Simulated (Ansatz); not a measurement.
# C2H5ClFNSi: up Jacob's ladder to CCSD(T)

Aim: compute C2H5ClFNSi with functionals from several rungs and with coupled cluster. The yardstick is the atomisation energy at the CCSD(T) limit.

The runs use Ansatz 0.2.0, Gaussian basis; functionals in def2-TZVPP, the program's frozen cores in correlated methods.

The runs, in order: LDA (SPW92), PBE-D4, revPBE-D4, BLYP-D4, r2SCAN-D4, B97M-V, PBE0-D4, B3LYP-D4, r2SCANh-D4, r2SCAN0-D4, HSE06-D4, BHLYP-D4, CAM-B3LYP-D4, LC-ωPBE, ωB97X-V, ωB97M-V, B2PLYP, PBE-QIDH; CCSD(T)/def2-SVP; CCSD(T)/def2-TZVPP; MP2/def2-QZVPP; extrapolation to the limit; RPA on PBE.

### Step 1. The relaxed structure

The geometry comes from an earlier relaxation with PBE0-D4 in a triple-zeta def2 set; it is a stationary point, not always the lowest conformer.

11 atoms, charge 0, spin multiplicity 1.

Atoms are counted from 1 here; the program's logs count them from 0.

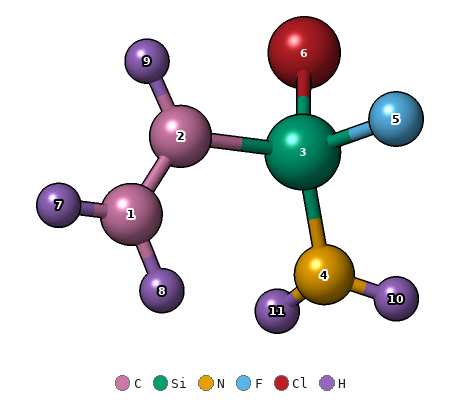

The structure; carbon pink, silicon teal, nitrogen amber, fluorine blue, chlorine red, hydrogen purple; atoms are numbered from 1 in the order of the file.

### Step 2. LDA

This LDA is Slater exchange with PW92 correlation.

File in.yaml:

```yaml
crystal:
  periodic: [false, false, false]
  atoms:
    - {symbol: C, position_ang: [-1.133710, -1.249615, 0.740047]}
    - {symbol: C, position_ang: [-1.158891, 0.033698, 0.388570]}
    - {symbol: Si, position_ang: [0.354104, 0.922952, -0.161016]}
    - {symbol: N, position_ang: [1.588552, -0.153476, -0.594631]}
    - {symbol: F, position_ang: [0.967887, 1.842375, 0.984150]}
    - {symbol: Cl, position_ang: [-0.210861, 2.229564, -1.646813]}
    - {symbol: H, position_ang: [-2.028306, -1.778097, 1.057003]}
    - {symbol: H, position_ang: [-0.210831, -1.821943, 0.727347]}
    - {symbol: H, position_ang: [-2.104916, 0.569711, 0.415238]}
    - {symbol: H, position_ang: [2.547403, 0.151216, -0.536959]}
    - {symbol: H, position_ang: [1.455067, -0.803287, -1.352337]}
basis:
  gaussian: {orbitals: def2-TZVPP}
hamiltonian: {xc: lda}
output: {orbitals: {seedname: orbitals}}
```

Run with:

```sh
ansatz run in.yaml --threads 4 --pin off --events-out ev --progress --plain --max-ram 10444MiB
```

The log of the run, shortened:

```text
Functional definition: SPW92
  name "SPW92"
  cite "Dirac, Proc. Camb. Phil. Soc. 26, 376 (1930) doi:10.1017/S0305004100016108"
  cite "Slater, Phys. Rev. 81, 385 (1951) doi:10.1103/PhysRev.81.385"
  cite "Perdew & Wang, Phys. Rev. B 45, 13244 (1992) doi:10.1103/PhysRevB.45.13244"
[...]
1548 factors; their error is unknown
[...]
mean field -26648.60176459 eV, -979.3180517777 hartree, gradient 4.4e-5 eV, S^2 0.000000; 0 other end points of the search recorded, 0 dependent functions left out
reference -26648.60180392 eV, -979.3180532230 hartree; 32, 32 occupied and 246, 246 virtual orbitals, 1548 factors
Total energy: -26648.60180392 eV, -979.3180532230 hartree
```

It took 1.6 s on 4 threads of Arm Neoverse V2, shared host.

With the free atoms at this level, -26596.520 eV in sum, the atomisation energy is 5025.1 kJ/mol. HOMO -6.83 eV, LUMO -2.16 eV.

### Step 3. PBE-D4 (GGA)

Edit in.yaml of step 2 so:

```diff
@@ -16,3 +16,3 @@
   gaussian: {orbitals: def2-TZVPP}
-hamiltonian: {xc: lda}
-output: {orbitals: {seedname: orbitals}}
+hamiltonian: {xc: pbe, dispersion: d4}
+output: {forces: true, orbitals: {seedname: orbitals}}
```

The command is unchanged.

The log of the run, shortened:

```text
Functional definition: PBE
  name "PBE"
  cite "Perdew, Burke & Ernzerhof, Phys. Rev. Lett. 77, 3865 (1996) doi:10.1103/PhysRevLett.77.3865"
  parent pbe
[...]
1548 factors; their error is unknown
[...]
mean field -26753.46202520 eV, -983.1715952783 hartree, gradient 4.8e-5 eV, S^2 0.000000; 0 other end points of the search recorded, 0 dependent functions left out
[...]
Atom 7 at    -0.210831    -1.821943     0.727347 Å, force     0.186171    -0.131899    -0.000575 eV/Å
Atom 8 at    -2.104916     0.569711     0.415238 Å, force    -0.193972     0.125916     0.001983 eV/Å
Atom 9 at     2.547403     0.151216    -0.536959 Å, force     0.324853     0.089646     0.003724 eV/Å
Atom 10 at     1.455067    -0.803287    -1.352337 Å, force    -0.025185    -0.222931    -0.253513 eV/Å
Dipole moment:     0.066220    -0.515692    -0.098334 e Å
```

Wall time 3 s (4 threads of Arm Neoverse V2, shared host).

With the free atoms at this level, -26707.230 eV in sum, the atomisation energy is 4489.1 kJ/mol. HOMO -6.64 eV, LUMO -1.91 eV.

### Step 4. revPBE-D4 (GGA)

Edit in.yaml of step 3 so:

```diff
@@ -16,3 +16,3 @@
   gaussian: {orbitals: def2-TZVPP}
-hamiltonian: {xc: pbe, dispersion: d4}
-output: {forces: true, orbitals: {seedname: orbitals}}
+hamiltonian: {xc: {name: revPBE}, dispersion: d4}
+output: {orbitals: {seedname: orbitals}}
```

Same command.

The log of the run, shortened:

```text
Functional definition: revPBE
  name "revPBE"
  cite "Zhang & Yang, Phys. Rev. Lett. 80, 890 (1998) doi:10.1103/PhysRevLett.80.890"
  cite "Perdew, Burke & Ernzerhof, Phys. Rev. Lett. 77, 3865 (1996) doi:10.1103/PhysRevLett.77.3865"
[...]
1548 factors; their error is unknown
[...]
mean field -26763.79503934 eV, -983.5513265438 hartree, gradient 6.7e-5 eV, S^2 0.000000; 0 other end points of the search recorded, 0 dependent functions left out
reference -26763.79509270 eV, -983.5513285048 hartree; 32, 32 occupied and 246, 246 virtual orbitals, 1548 factors
Total energy: -26764.65205531 eV, -983.5828212997 hartree
```

Run time: 2.4 s. Hardware: 4 threads of Arm Neoverse V2, shared host.

With the free atoms at this level, -26719.295 eV in sum, the atomisation energy is 4376.3 kJ/mol. HOMO -6.57 eV, LUMO -1.81 eV.

### Step 5. BLYP-D4 (GGA)

Edit in.yaml of step 4 so:

```diff
@@ -16,3 +16,3 @@
   gaussian: {orbitals: def2-TZVPP}
-hamiltonian: {xc: {name: revPBE}, dispersion: d4}
+hamiltonian: {xc: {name: BLYP}, dispersion: d4}
 output: {orbitals: {seedname: orbitals}}
```

The command is unchanged.

The log of the run, shortened:

```text
Functional definition: BLYP
  name "BLYP"
  cite "Becke, Phys. Rev. A 38, 3098 (1988) doi:10.1103/PhysRevA.38.3098"
  cite "Lee, Yang & Parr, Phys. Rev. B 37, 785 (1988) doi:10.1103/PhysRevB.37.785"
[...]
1548 factors; their error is unknown
[...]
mean field -26768.09667848 eV, -983.7094088664 hartree, gradient 7.6e-5 eV, S^2 0.000000; 0 other end points of the search recorded, 0 dependent functions left out
reference -26768.09706144 eV, -983.7094229399 hartree; 32, 32 occupied and 246, 246 virtual orbitals, 1548 factors
Total energy: -26768.73991524 eV, -983.7330473816 hartree
```

Run time: 2.6 s. Hardware: 4 threads of Arm Neoverse V2, shared host.

With the free atoms at this level, -26723.184 eV in sum, the atomisation energy is 4395.5 kJ/mol. HOMO -6.50 eV, LUMO -1.75 eV.

### Step 6. r2SCAN-D4 (meta-GGA)

Edit in.yaml of step 5 so:

```diff
@@ -16,3 +16,3 @@
   gaussian: {orbitals: def2-TZVPP}
-hamiltonian: {xc: {name: BLYP}, dispersion: d4}
-output: {orbitals: {seedname: orbitals}}
+hamiltonian: {xc: r2scan, dispersion: d4}
+output: {forces: true, orbitals: {seedname: orbitals}}
```

Same command.

The log of the run, shortened:

```text
Functional definition: r2SCAN
  name "r2SCAN"
  cite "Furness, Kaplan, Ning, Perdew & Sun, J. Phys. Chem. Lett. 11, 8208 (2020) doi:10.1021/acs.jpclett.0c02405"
  cite "Furness, Kaplan, Ning, Perdew & Sun, J. Phys. Chem. Lett. 11, 9248 (2020) doi:10.1021/acs.jpclett.0c03077"
  parent r2scan
[...]
1548 factors; their error is unknown
[...]
Atom 7 at    -0.210831    -1.821943     0.727347 Å, force    -0.016542     0.002238    -0.002619 eV/Å
Atom 8 at    -2.104916     0.569711     0.415238 Å, force    -0.013101    -0.006531     0.004998 eV/Å
Atom 9 at     2.547403     0.151216    -0.536959 Å, force     0.024025    -0.005301    -0.026839 eV/Å
Atom 10 at     1.455067    -0.803287    -1.352337 Å, force     0.026544    -0.014666    -0.018194 eV/Å
Dipole moment:     0.064885    -0.531534    -0.095469 e Å
```

Run time: 5.5 s. Hardware: 4 threads of Arm Neoverse V2, shared host.

With the free atoms at this level, -26719.740 eV in sum, the atomisation energy is 4407.5 kJ/mol. HOMO -6.97 eV, LUMO -1.71 eV.

### Step 7. B97M-V (meta-GGA)

Edit in.yaml of step 6 so:

```diff
@@ -16,3 +16,3 @@
   gaussian: {orbitals: def2-TZVPP}
-hamiltonian: {xc: r2scan, dispersion: d4}
-output: {forces: true, orbitals: {seedname: orbitals}}
+hamiltonian: {xc: {name: B97M-V}}
+output: {orbitals: {seedname: orbitals}}
```

Launched as before.

The log of the run, shortened:

```text
Functional definition: B97M-V
  name "B97M-V"
  cite "Mardirossian & Head-Gordon, J. Chem. Phys. 142, 074111 (2015) doi:10.1063/1.4907719"
  cite "Becke, J. Chem. Phys. 107, 8554 (1997) doi:10.1063/1.475007"
  cite "Vydrov & Van Voorhis, J. Chem. Phys. 133, 244103 (2010) doi:10.1063/1.3521275"
  # Of w^i u^j: cxij and so on, Table III.
[...]
  gx(w, u) = cx00 + cx01*u + cx02*u^2 + (cx10 + cx11*u)*w
[...]
  gos(w, u) = cos00 + cos01*u + cos03*u^3 + cos10*w + cos32*w^3*u^2
[...]
      + integral(e_c_pw_mod_opposite_spin*gos(b97_w_opposite, b97_u_opposite)) + vv10(b, c)
1548 factors; their error is unknown
[...]
mean field -26763.72765141 eV, -983.5488500832 hartree, gradient 2.8e-5 eV, S^2 0.000000; 0 other end points of the search recorded, 0 dependent functions left out
reference -26763.72771241 eV, -983.5488523248 hartree; 32, 32 occupied and 246, 246 virtual orbitals, 1548 factors
Total energy: -26763.72771241 eV, -983.5488523248 hartree
```

It took 11 s on 4 threads of Arm Neoverse V2, shared host.

Atomisation energy: 4417.2 kJ/mol (free atoms -26717.947 eV, run apart). HOMO -7.04 eV, LUMO -1.65 eV.

### Step 8. PBE0-D4 (hybrid)

Edit in.yaml of step 7 so:

```diff
@@ -16,3 +16,3 @@
   gaussian: {orbitals: def2-TZVPP}
-hamiltonian: {xc: {name: B97M-V}}
+hamiltonian: {xc: pbe0, dispersion: d4}
 output: {orbitals: {seedname: orbitals}}
```

Its log isn't repeated here (it stands with the study of this molecule's fields); it ends on a total energy of -26755.890572 eV.

Atomisation energy: 4405.6 kJ/mol (free atoms -26710.229 eV, run apart). HOMO -8.12 eV, LUMO -0.92 eV.

### Step 9. B3LYP-D4 (hybrid)

B3LYP here takes the VWN-RPA correlation.

Edit in.yaml of step 8 so:

```diff
@@ -16,3 +16,3 @@
   gaussian: {orbitals: def2-TZVPP}
-hamiltonian: {xc: pbe0, dispersion: d4}
-output: {orbitals: {seedname: orbitals}}
+hamiltonian: {xc: {name: B3LYP}, dispersion: d4}
+output: {forces: true, orbitals: {seedname: orbitals}}
```

Launched as before.

The log of the run:

```text
Functional definition: B3LYP
  name "B3LYP"
  cite "Stephens, Devlin, Chabalowski & Frisch, J. Phys. Chem. 98, 11623 (1994) doi:10.1021/j100096a001"
  cite "Becke, Phys. Rev. A 38, 3098 (1988) doi:10.1103/PhysRevA.38.3098"
  cite "Lee, Yang & Parr, Phys. Rev. B 37, 785 (1988) doi:10.1103/PhysRevB.37.785"
  cite "Vosko, Wilk & Nusair, Can. J. Phys. 58, 1200 (1980) doi:10.1139/p80-159"
  parameter a0 = 0.2
  parameter ax = 0.72
  parameter ac = 0.81
  exchange = (1 - a0 - ax)*slater_x + ax*b88_x + a0*exact_x
  correlation = (1 - ac)*vwn_rpa_c + ac*lyp_c
1570 factors; their error is unknown
mean field evaluation 1: about -26757.4341 eV, gradient 8.4e1 eV
mean field evaluation 2: about -26743.5067 eV, gradient 1.1e2 eV
mean field evaluation 4: about -26770.9762 eV, gradient 6.0e0 eV
mean field evaluation 8: about -26771.0523 eV, gradient 1.9e-1 eV
mean field evaluation 16: about -26771.0936 eV, gradient 4.4e-4 eV
mean field -26771.09360779 eV, -983.8195439872 hartree, gradient 1.3e-5 eV, S^2 0.000000; 0 other end points of the search recorded, 0 dependent functions left out
the calculation of the forces begins
reference -26771.09388967 eV, -983.8195543462 hartree; 32, 32 occupied and 246, 246 virtual orbitals, 1570 factors
Total energy: -26771.56979444 eV, -983.8370435240 hartree
Atom 0 at    -1.133710    -1.249615     0.740047 Å, force    -0.029330    -0.165398     0.056552 eV/Å
Atom 1 at    -1.158891     0.033698     0.388570 Å, force    -0.069980     0.070458    -0.000505 eV/Å
Atom 2 at     0.354104     0.922952    -0.161016 Å, force    -0.077001    -0.100283     0.008453 eV/Å
Atom 3 at     1.588552    -0.153476    -0.594631 Å, force     0.069726    -0.044669    -0.043476 eV/Å
Atom 4 at     0.967887     1.842375     0.984150 Å, force     0.081897     0.122298     0.169540 eV/Å
Atom 5 at    -0.210861     2.229564    -1.646813 Å, force    -0.059861     0.145318    -0.171109 eV/Å
Atom 6 at    -2.028306    -1.778097     1.057003 Å, force     0.070143     0.024513    -0.020939 eV/Å
Atom 7 at    -0.210831    -1.821943     0.727347 Å, force    -0.090877     0.027585     0.006966 eV/Å
Atom 8 at    -2.104916     0.569711     0.415238 Å, force     0.062580    -0.038685     0.000643 eV/Å
Atom 9 at     2.547403     0.151216    -0.536959 Å, force     0.013278    -0.025944    -0.011895 eV/Å
Atom 10 at     1.455067    -0.803287    -1.352337 Å, force     0.029427    -0.015191     0.005771 eV/Å
Dipole moment:     0.056860    -0.530015    -0.102846 e Å
```

Wall time 6.5 s (4 threads of Arm Neoverse V2, shared host); peak memory 0.91 GiB.

Atomisation energy: 4395.4 kJ/mol (free atoms -26726.015 eV, run apart). HOMO -7.85 eV, LUMO -1.13 eV.

### Step 10. r2SCANh-D4 (hybrid)

Edit in.yaml of step 9 so:

```diff
@@ -16,3 +16,3 @@
   gaussian: {orbitals: def2-TZVPP}
-hamiltonian: {xc: {name: B3LYP}, dispersion: d4}
-output: {forces: true, orbitals: {seedname: orbitals}}
+hamiltonian: {xc: {name: r2SCANh}, dispersion: d4}
+output: {orbitals: {seedname: orbitals}}
```

Launched as before.

The log of the run, shortened:

```text
Functional definition: r2SCANh
  name "r2SCANh"
  cite "Bursch, Neugebauer, Ehlert & Grimme, J. Chem. Phys. 156, 134105 (2022) doi:10.1063/5.0086040"
  cite "Furness, Kaplan, Ning, Perdew & Sun, J. Phys. Chem. Lett. 11, 8208 (2020) doi:10.1021/acs.jpclett.0c02405"
  cite "Furness, Kaplan, Ning, Perdew & Sun, J. Phys. Chem. Lett. 11, 9248 (2020) doi:10.1021/acs.jpclett.0c03077"
  parent r2scan
[...]
1548 factors; their error is unknown
[...]
mean field -26764.95583666 eV, -983.5939850585 hartree, gradient 5.9e-5 eV, S^2 0.000000; 0 other end points of the search recorded, 0 dependent functions left out
reference -26764.95584727 eV, -983.5939854484 hartree; 32, 32 occupied and 246, 246 virtual orbitals, 1548 factors
Total energy: -26765.03374236 eV, -983.5968480404 hartree
```

It took 7 s on 4 threads of Arm Neoverse V2, shared host; peak memory 0.85 GiB.

With the free atoms at this level, -26719.664 eV in sum, the atomisation energy is 4377.5 kJ/mol. HOMO -7.52 eV, LUMO -1.34 eV.

### Step 11. r2SCAN0-D4 (hybrid)

Edit in.yaml of step 10 so:

```diff
@@ -16,3 +16,3 @@
   gaussian: {orbitals: def2-TZVPP}
-hamiltonian: {xc: {name: r2SCANh}, dispersion: d4}
+hamiltonian: {xc: {name: r2SCAN0}, dispersion: d4}
 output: {orbitals: {seedname: orbitals}}
```

Same command.

The log of the run, shortened:

```text
Functional definition: r2SCAN0
  name "r2SCAN0"
  cite "Bursch, Neugebauer, Ehlert & Grimme, J. Chem. Phys. 156, 134105 (2022) doi:10.1063/5.0086040"
  cite "Furness, Kaplan, Ning, Perdew & Sun, J. Phys. Chem. Lett. 11, 8208 (2020) doi:10.1021/acs.jpclett.0c02405"
  cite "Furness, Kaplan, Ning, Perdew & Sun, J. Phys. Chem. Lett. 11, 9248 (2020) doi:10.1021/acs.jpclett.0c03077"
  parent r2scan
[...]
1582 factors; their error is unknown
[...]
mean field -26764.40303861 eV, -983.5736701049 hartree, gradient 3.7e-5 eV, S^2 0.000000; 0 other end points of the search recorded, 0 dependent functions left out
reference -26764.40304776 eV, -983.5736704411 hartree; 32, 32 occupied and 246, 246 virtual orbitals, 1582 factors
Total energy: -26764.48924018 eV, -983.5768379541 hartree
```

It took 6.5 s on 4 threads of Arm Neoverse V2, shared host; peak memory 0.86 GiB.

Atomisation energy: 4334.3 kJ/mol (free atoms -26719.567 eV, run apart). HOMO -8.35 eV, LUMO -0.81 eV.

### Step 12. HSE06-D4 (hybrid)

HSE06 is the plane-wave form, built on full-range PBE exchange.

Edit in.yaml of step 11 so:

```diff
@@ -16,3 +16,3 @@
   gaussian: {orbitals: def2-TZVPP}
-hamiltonian: {xc: {name: r2SCAN0}, dispersion: d4}
+hamiltonian: {xc: hse06, dispersion: d4}
 output: {orbitals: {seedname: orbitals}}
```

The command is unchanged.

The log of the run, shortened:

```text
Functional definition: HSE06
  name "HSE06"
  cite "Heyd, Scuseria & Ernzerhof, J. Chem. Phys. 118, 8207 (2003) doi:10.1063/1.1564060"
  cite "Krukau, Vydrov, Izmaylov & Scuseria, J. Chem. Phys. 125, 224106 (2006) doi:10.1063/1.2404663"
  cite "Heyd & Scuseria, J. Chem. Phys. 120, 7274 (2004) doi:10.1063/1.1668634"
  cite "Ernzerhof & Perdew, J. Chem. Phys. 109, 3313 (1998) doi:10.1063/1.476928"
[...]
1582 factors; their error is unknown
117 factors; integrals over basis functions are off by at most 3.0e-7 eV
[...]
mean field -26754.94350362 eV, -983.2260386058 hartree, gradient 7.3e-5 eV, S^2 0.000000; 0 other end points of the search recorded, 0 dependent functions left out
reference -26754.94354524 eV, -983.2260401355 hartree; 32, 32 occupied and 246, 246 virtual orbitals, 1582 factors
Total energy: -26755.17767723 eV, -983.2346443275 hartree
```

It took 4.2 s on 4 threads of Arm Neoverse V2, shared host; peak memory 0.88 GiB.

Atomisation energy: 4408.7 kJ/mol (free atoms -26709.485 eV, run apart). HOMO -7.71 eV, LUMO -1.30 eV.

### Step 13. BHLYP-D4 (hybrid)

Edit in.yaml of step 12 so:

```diff
@@ -16,3 +16,3 @@
   gaussian: {orbitals: def2-TZVPP}
-hamiltonian: {xc: hse06, dispersion: d4}
+hamiltonian: {xc: {name: BHLYP}, dispersion: d4}
 output: {orbitals: {seedname: orbitals}}
```

Launched as before.

The log of the run, shortened:

```text
Functional definition: BHLYP
  name "BHLYP"
  cite "Becke, J. Chem. Phys. 98, 1372 (1993) doi:10.1063/1.464304"
  cite "Becke, Phys. Rev. A 38, 3098 (1988) doi:10.1103/PhysRevA.38.3098"
  cite "Lee, Yang & Parr, Phys. Rev. B 37, 785 (1988) doi:10.1103/PhysRevB.37.785"
[...]
1735 factors; their error is unknown
[...]
mean field -26766.99257650 eV, -983.6688338673 hartree, gradient 6.9e-5 eV, S^2 0.000000; 0 other end points of the search recorded, 0 dependent functions left out
reference -26766.99276608 eV, -983.6688408342 hartree; 32, 32 occupied and 246, 246 virtual orbitals, 1735 factors
Total energy: -26767.36167825 eV, -983.6823981061 hartree
```

Wall time 4 s (4 threads of Arm Neoverse V2, shared host); peak memory 0.87 GiB.

With the free atoms at this level, -26723.128 eV in sum, the atomisation energy is 4267.9 kJ/mol. HOMO -9.37 eV, LUMO 0.19 eV.

### Step 14. CAM-B3LYP-D4 (range-separated)

Edit in.yaml of step 13 so:

```diff
@@ -16,3 +16,3 @@
   gaussian: {orbitals: def2-TZVPP}
-hamiltonian: {xc: {name: BHLYP}, dispersion: d4}
+hamiltonian: {xc: {name: CAM-B3LYP}, dispersion: d4}
 output: {orbitals: {seedname: orbitals}}
```

Launched as before.

The log of the run, shortened:

```text
Functional definition: CAM-B3LYP
  name "CAM-B3LYP"
  cite "Yanai, Tew & Handy, Chem. Phys. Lett. 393, 51 (2004) doi:10.1016/j.cplett.2004.06.011"
  cite "Iikura, Tsuneda, Yanai & Hirao, J. Chem. Phys. 115, 3540 (2001) doi:10.1063/1.1383587"
  cite "Becke, Phys. Rev. A 38, 3098 (1988) doi:10.1103/PhysRevA.38.3098"
  cite "Lee, Yang & Parr, Phys. Rev. B 37, 785 (1988) doi:10.1103/PhysRevB.37.785"
[...]
  # Exact exchange under (alpha + beta erf(omega r))/r, Becke's under what is left of 1/r.
[...]
1570 factors; their error is unknown
356 factors; integrals over basis functions are off by at most 1.3e-5 eV
[...]
mean field -26768.21244848 eV, -983.7136633357 hartree, gradient 3.2e-5 eV, S^2 0.000000; 0 other end points of the search recorded, 0 dependent functions left out
reference -26768.21258570 eV, -983.7136683782 hartree; 32, 32 occupied and 246, 246 virtual orbitals, 1570 factors
Total energy: -26768.46810288 eV, -983.7230584616 hartree
```

It took 4.5 s on 4 threads of Arm Neoverse V2, shared host; peak memory 0.93 GiB.

Atomisation energy: 4417.2 kJ/mol (free atoms -26722.687 eV, run apart). HOMO -9.56 eV, LUMO 0.24 eV.

### Step 15. LC-ωPBE (range-separated)

Edit in.yaml of step 14 so:

```diff
@@ -16,3 +16,3 @@
   gaussian: {orbitals: def2-TZVPP}
-hamiltonian: {xc: {name: CAM-B3LYP}, dispersion: d4}
+hamiltonian: {xc: {name: LC-wPBE}}
 output: {orbitals: {seedname: orbitals}}
```

The command is unchanged.

The log of the run, shortened:

```text
Functional definition: LC-wPBE
  name "LC-wPBE"
  cite "Vydrov & Scuseria, J. Chem. Phys. 125, 234109 (2006) doi:10.1063/1.2409292"
  cite "Heyd & Scuseria, J. Chem. Phys. 120, 7274 (2004) doi:10.1063/1.1668634"
  cite "Ernzerhof & Perdew, J. Chem. Phys. 109, 3313 (1998) doi:10.1063/1.476928"
  cite "Perdew, Burke & Ernzerhof, Phys. Rev. Lett. 77, 3865 (1996) doi:10.1103/PhysRevLett.77.3865"
  parent pbe
[...]
1548 factors; their error is unknown
443 factors; integrals over basis functions are off by at most 2.1e-5 eV
[...]
mean field -26760.24970409 eV, -983.4210378767 hartree, gradient 4.2e-5 eV, S^2 0.000000; 0 other end points of the search recorded, 0 dependent functions left out
reference -26760.24970410 eV, -983.4210378769 hartree; 32, 32 occupied and 246, 246 virtual orbitals, 1548 factors
Total energy: -26760.24970410 eV, -983.4210378769 hartree
```

Run time: 3.1 s. Hardware: 4 threads of Arm Neoverse V2, shared host; peak memory 0.59 GiB.

Atomisation energy: 4381.1 kJ/mol (free atoms -26714.842 eV, run apart). HOMO -11.00 eV, LUMO 1.40 eV.

### Step 16. ωB97X-V (range-separated)

Edit in.yaml of step 15 so:

```diff
@@ -16,3 +16,3 @@
   gaussian: {orbitals: def2-TZVPP}
-hamiltonian: {xc: {name: LC-wPBE}}
+hamiltonian: {xc: {name: wB97X-V}}
 output: {orbitals: {seedname: orbitals}}
```

Launched as before.

The log of the run, shortened:

```text
Functional definition: wB97X-V
  name "wB97X-V"
  cite "Mardirossian & Head-Gordon, Phys. Chem. Chem. Phys. 16, 9904 (2014) doi:10.1039/C3CP54374A"
  cite "Becke, J. Chem. Phys. 107, 8554 (1997) doi:10.1063/1.475007"
  cite "Vydrov & Van Voorhis, J. Chem. Phys. 133, 244103 (2010) doi:10.1063/1.3521275"
[...]
      + integral(e_c_pw_opposite_spin*poly(b97_u_opposite, cos0, cos1)) + vv10(b, c)
1567 factors; their error is unknown
331 factors; integrals over basis functions are off by at most 2.4e-5 eV
[...]
mean field -26764.94940939 eV, -983.5937488607 hartree, gradient 5.4e-5 eV, S^2 0.000000; 0 other end points of the search recorded, 0 dependent functions left out
reference -26764.94940736 eV, -983.5937487864 hartree; 32, 32 occupied and 246, 246 virtual orbitals, 1567 factors
Total energy: -26764.94940736 eV, -983.5937487864 hartree
```

It took 9.5 s on 4 threads of Arm Neoverse V2, shared host; peak memory 0.99 GiB.

Atomisation energy: 4413.1 kJ/mol (free atoms -26719.211 eV, run apart). HOMO -10.60 eV, LUMO 1.33 eV.

(Part 1 of 2 ends here.)
